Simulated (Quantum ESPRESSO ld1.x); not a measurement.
# Run report: Sr (charge +0.3), atomic calculation

System: Sr with charge +0.3 in the configuration [Kr] 5s1.7.
Method: Dirac Kohn-Sham, PW91, spin-unpolarised, spherical densities, point nucleus (Quantum ESPRESSO ld1.x 7.5).

## Key numbers

- outcome: converged
- total energy: −3180.3618 hartree
- kinetic energy: 3276.0507 hartree
- electron–nucleus energy: −7671.6539 hartree
- Hartree energy: 1320.8974 hartree
- exchange–correlation energy: −105.656059 hartree
- radius at density 0.001 e/bohr³: 5.05 bohr
- SCF iterations: 39
- hardware: 1 CPU thread, shared host
- wall time: 0.79 s

## Input file
```
 &input
    zed=38.0,
    iswitch=1,
    rel=2,
    dft='PW91',
    config='[Kr] 5s1.7',
    rel_dist='average',
    verbosity='high',
    lsmall=.true.,
    prefix='ld1',
    max_out_wfc=37,
    file_charge='ld1.rho',
 /
```

Command:
```bash
OMP_NUM_THREADS=1 ld1.x < ld1.in > ld1.out
```

## Output
```
     Program LD1 v.7.5 starts

     --------------------------- All-electron run ----------------------------

     dirac relativistic calculation

     atomic number is 38.00
     dft =PW91   lsd =0 sic =0 latt =0  beta=0.20 tr2=1.0E-14
     Exchange-correlation= PW91
                           (   1   4   2   2   0   0   0)
     mesh =2031 r(mesh) =  99.72474 a.u. xmin = -8.00 dx = 0.00800
     1 Ry =  13.60569312 eV, c = 137.03599908

     n l j   nl                  e(Ry)          e(Ha)          e(eV)
     Spin orbit split results
     1 0 0.5 1S 1( 2.00)   -1171.223785185    -585.611892592 -15935.3113996
     2 0 0.5 2S 1( 2.00)    -158.683655746     -79.341827873  -2159.0011237
     2 1 0.5 2P 1( 2.00)    -144.441032717     -72.220516359  -1965.2203655
     2 1 1.5 2P 1( 4.00)    -139.410313924     -69.705156962  -1896.7739494
     3 0 0.5 3S 1( 2.00)     -24.651565422     -12.325782711   -335.4016341
     3 1 0.5 3P 1( 2.00)     -19.478876975      -9.739438488   -265.0236225
     3 1 1.5 3P 1( 4.00)     -18.707436129      -9.353718064   -254.5276351
     4 0 0.5 4S 1( 2.00)      -3.138775116      -1.569387558    -42.7052110
     4 1 0.5 4P 1( 2.00)      -1.867578888      -0.933789444    -25.4097052
     4 1 1.5 4P 1( 4.00)      -1.781794386      -0.890897193    -24.2425476
     3 2 1.5 3D 1( 4.00)      -9.623982745      -4.811991373   -130.9409559
     3 2 2.5 3D 1( 6.00)      -9.489367211      -4.744683606   -129.1094182
     5 0 0.5 5S 1( 1.70)      -0.363144758      -0.181572379     -4.9408361
     Averaged results
     1 0     1S 1( 2.00)   -1171.223785185    -585.611892592 -15935.3113996
     2 0     2S 1( 2.00)    -158.683655746     -79.341827873  -2159.0011237
     2 1     2P 1( 6.00)    -141.087220188     -70.543610094  -1919.5894215
     3 0     3S 1( 2.00)     -24.651565422     -12.325782711   -335.4016341
     3 1     3P 1( 6.00)     -18.964583078      -9.482291539   -258.0262976
     4 0     4S 1( 2.00)      -3.138775116      -1.569387558    -42.7052110
     4 1     4P 1( 6.00)      -1.810389220      -0.905194610    -24.6316002
     3 2     3D 1(10.00)      -9.543213425      -4.771606712   -129.8420333
     5 0     5S 1( 1.70)      -0.363144758      -0.181572379     -4.9408361

     final scf error:  3.9E-15 reached in  39 iterations

     Etot =   -6360.723685 Ry,   -3180.361842 Ha,  -86542.054498 eV

     Ekin =    6552.101421 Ry,    3276.050710 Ha,   89145.881243 eV
     Encl =  -15343.307883 Ry,   -7671.653942 Ha, -208756.338554 eV
     Eh   =    2641.794896 Ry,    1320.897448 Ha,   35943.450650 eV
     Exc  =    -211.312118 Ry,    -105.656059 Ha,   -2875.047836 eV

     normalization and overlap integrals

     s(1S/1S) =  1.000000  <r> =   0.0392  <r2> =    0.0021  r(max) =   0.0255
     LC norm =  0.98091764 + SC norm =  0.01908236 =  1.00000000
     s(1S/2S) =  0.000000
     s(1S/3S) = -0.000000
     s(1S/4S) =  0.000000
     s(1S/5S) =  0.000000
     s(2S/2S) =  1.000000  <r> =   0.1722  <r2> =    0.0350  r(max) =   0.1446
     LC norm =  0.99616486 + SC norm =  0.00383514 =  1.00000000
     s(2S/3S) =  0.000000
     s(2S/4S) = -0.000000
     s(2S/5S) =  0.000000
     s(2P/2P) =  1.000000  <r> =   0.1475  <r2> =    0.0267  r(max) =   0.1138
     LC norm =  0.99616576 + SC norm =  0.00383424 =  1.00000000
     s(2P/3P) =  0.000000
     s(2P/4P) =  0.000000
     s(2P/2P) =  1.000000  <r> =   0.1516  <r2> =    0.0281  r(max) =   0.1175
     LC norm =  0.99627042 + SC norm =  0.00372958 =  1.00000000
     s(2P/3P) =  0.000000
     s(2P/4P) = -0.000000
     s(3S/3S) =  1.000000  <r> =   0.4919  <r2> =    0.2780  r(max) =   0.4362
     LC norm =  0.99903217 + SC norm =  0.00096783 =  1.00000000
     s(3S/4S) =  0.000000
     s(3S/5S) = -0.000000
     s(3P/3P) =  1.000000  <r> =   0.4914  <r2> =    0.2821  r(max) =   0.4259
     LC norm =  0.99908458 + SC norm =  0.00091542 =  1.00000000
     s(3P/4P) =  0.000000
     s(3P/3P) =  1.000000  <r> =   0.5018  <r2> =    0.2941  r(max) =   0.4328
     LC norm =  0.99911283 + SC norm =  0.00088717 =  1.00000000
     s(3P/4P) =  0.000000
     s(4S/4S) =  1.000000  <r> =   1.3561  <r2> =    2.0912  r(max) =   1.1858
     LC norm =  0.99981745 + SC norm =  0.00018255 =  1.00000000
     s(4S/5S) =  0.000000
     s(4P/4P) =  1.000000  <r> =   1.5429  <r2> =    2.7452  r(max) =   1.3053
     LC norm =  0.99985719 + SC norm =  0.00014281 =  1.00000000
     s(4P/4P) =  1.000000  <r> =   1.5768  <r2> =    2.8681  r(max) =   1.3370
     LC norm =  0.99986249 + SC norm =  0.00013751 =  1.00000000
     s(3D/3D) =  1.000000  <r> =   0.4961  <r2> =    0.3003  r(max) =   0.3747
     LC norm =  0.99922908 + SC norm =  0.00077092 =  1.00000000
     s(3D/3D) =  1.000000  <r> =   0.4998  <r2> =    0.3046  r(max) =   0.3777
     LC norm =  0.99923721 + SC norm =  0.00076279 =  1.00000000
     s(5S/5S) =  1.000000  <r> =   4.1791  <r2> =   19.8390  r(max) =   3.6053
     LC norm =  0.99997880 + SC norm =  0.00002120 =  1.00000000

     LC charge = 37.61536581 + SC charge =  0.08463419 = 37.70000000

     ------------------------ End of All-electron run ------------------------
```

## Orbitals

```tsv
orbital	occupation	energy (eV)	⟨r⟩ (bohr)	outer maximum (bohr)
1s	2	−15935.3	0.03916	0.0255
2s	2	−2159.0	0.1722	0.145
2p1/2	2	−1965.2	0.1475	0.114
2p3/2	4	−1896.8	0.1516	0.117
3s	2	−335.402	0.4919	0.436
3p1/2	2	−265.024	0.4914	0.426
3p3/2	4	−254.528	0.5018	0.433
3d3/2	4	−130.941	0.4961	0.375
3d5/2	6	−129.109	0.4998	0.378
4s	2	−42.705	1.356	1.19
4p1/2	2	−25.410	1.543	1.31
4p3/2	4	−24.243	1.577	1.34
5s	1.7	−4.941	4.179	3.61
```

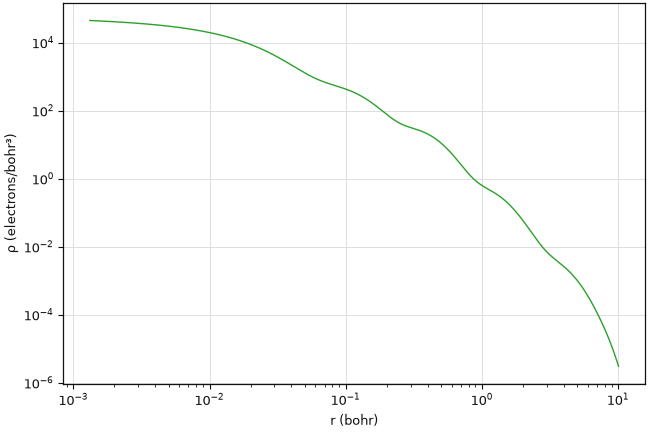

*The electron density ρ(r) on a logarithmic scale.*

The density falls from 45000 electrons/bohr³ at the inner end (r = 0.0013 bohr) to 0.001 at r = 5.05 bohr, a common measure of the size of an atom or ion. The highest occupied orbital, 5s (⟨r⟩ = 4.18 bohr, −4.94 eV), is also the most diffuse and sets the fall-off far out: over the last part drawn ln ρ falls by 1.2 per bohr, against 2√(−2ε) = 1.2 for the pure exponential. The steps in the slope mark the shells; the radial density has its minima at 0.056 and 0.25 bohr.

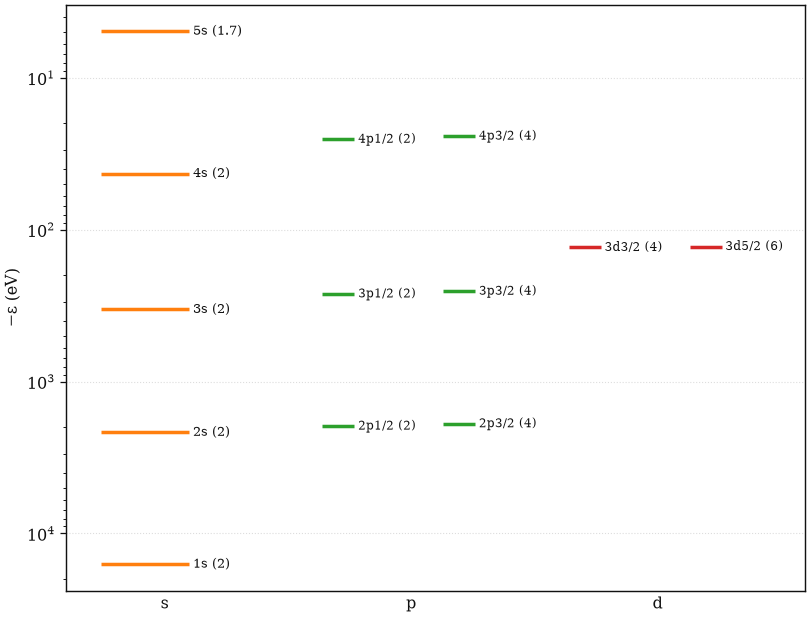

*All occupied levels, on a logarithmic scale of binding energy, are drawn by angular momentum (occupations in brackets, the lower j at the left of each column).*

The highest occupied level is 5s at −4.94 eV. The highest 6 occupied levels, from the top down, are 5s (−4.94 eV), 4p3/2 (−24.2 eV), 4p1/2 (−25.4 eV), 4s (−42.7 eV), 3d5/2 (−129.1 eV), 3d3/2 (−130.9 eV). Spin-orbit splittings: 4p 1.17 eV, 3d 1.83 eV, 3p 10.5 eV, 2p 68.4 eV.
